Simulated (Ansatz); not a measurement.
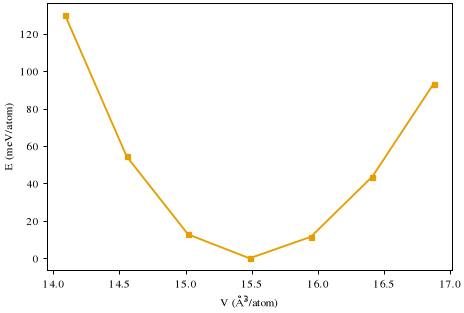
Figure. Mo3Pt (A15 (Cr3Si type), space group No. 223) under volume change, the program Ansatz at the r²SCAN level (PAW), scaled uniformly.

Question: What does a third-order Birch–Murnaghan fit give for V₀, B₀ and B′?

Answer: V₀ = 15.48 Å³/atom, B₀ = 279 GPa, B′ = 4.5.

Space group Pm-3n (A15 (Cr3Si type)). The workflow started from an entry of the Crystallography Open Database (COD). Its standing as an ambient phase is unchecked. The r²SCAN relaxation kept the symmetry of its start; whether a distortion lowers the energy is not shown. No spin polarisation was allowed. Spin–orbit coupling is left out wherever it is not named.

Potentials: the later of the program's two PAW sets.
